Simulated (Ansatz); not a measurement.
AsH2 (SMILES [AsH2]) (doublet)

```json
{"atom": "As", "x (Å)": "-0.5698", "y (Å)": "0.3117", "z (Å)": "-0.2870"}
{"atom": "H", "x (Å)": "0.6813", "y (Å)": "0.7675", "z (Å)": "0.4592"}
{"atom": "H", "x (Å)": "-0.1225", "y (Å)": "-1.1442", "z (Å)": "-0.1855"}
```

Geometry: PBE0-D4/def2-TZVP.

Method: UKS PBE0-D4/def2-TZVPP in Ansatz 0.2.0.

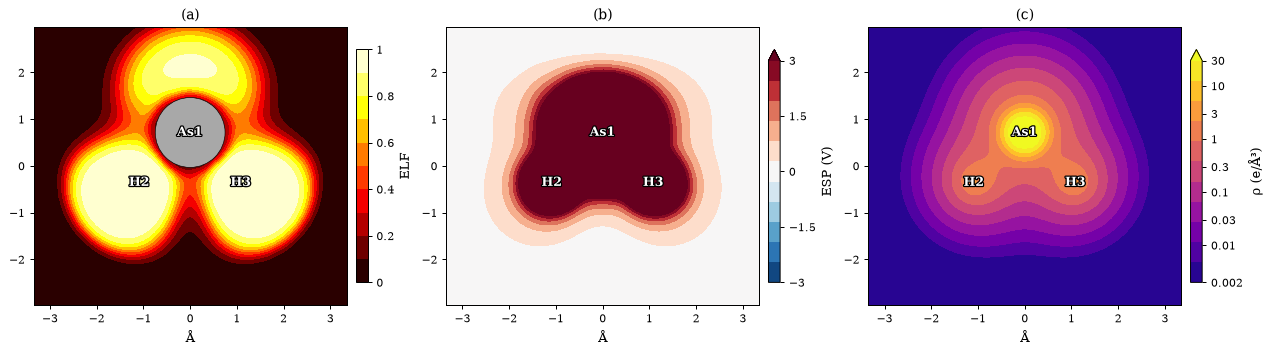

Figure 1. (a) ELF; (b) electrostatic potential; (c) electron density on the molecular plane. Grey discs cover the atomic cores in the ELF map.

### Interpret the plot.

Atoms in the plane: As and H.
As–H (1.53 Å): ρ is about 1.1 e/Å³ halfway; the ELF climbs to about 1 towards the hydrogen, as it does in any bond to H.
The ELF also peaks beside As1, away from the bonds: non-bonding electrons, paired or unpaired.
The potential has no marked negative region in this plane.

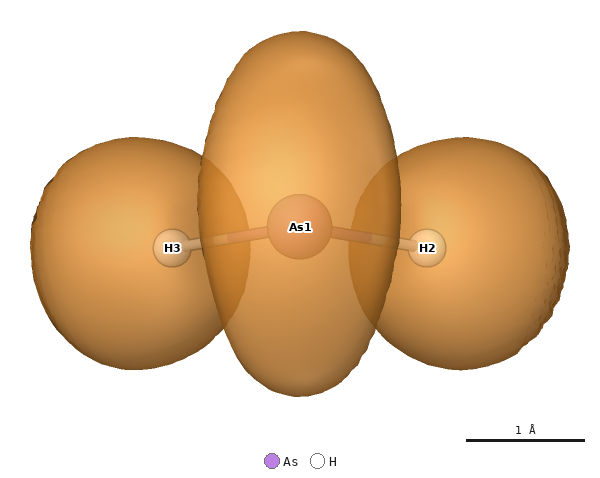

Figure 2. Isosurface of the ELF at 0.85 (orange), seen from one side. Core shells and regions of very low density are left out.

### Identify the bonds, lone pairs and shells in this picture.

The ELF exceeds this value in two regions around hydrogen nuclei and one lobe on As, pointing away from the bonds (non-bonding electrons).

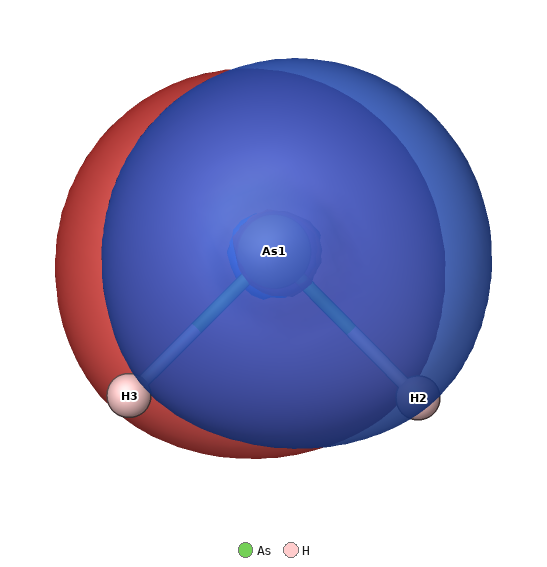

Figure 3. The HOMO (α) at ±0.1 Å⁻³ᐟ² (blue and red are the two phases), seen at a tilt.

### Where does this orbital lie, and at what energy?

Its weight (Hirshfeld) is mainly on As1 (about 90 %); it changes sign across the molecular plane (π type). Its energy is −6.86 eV.
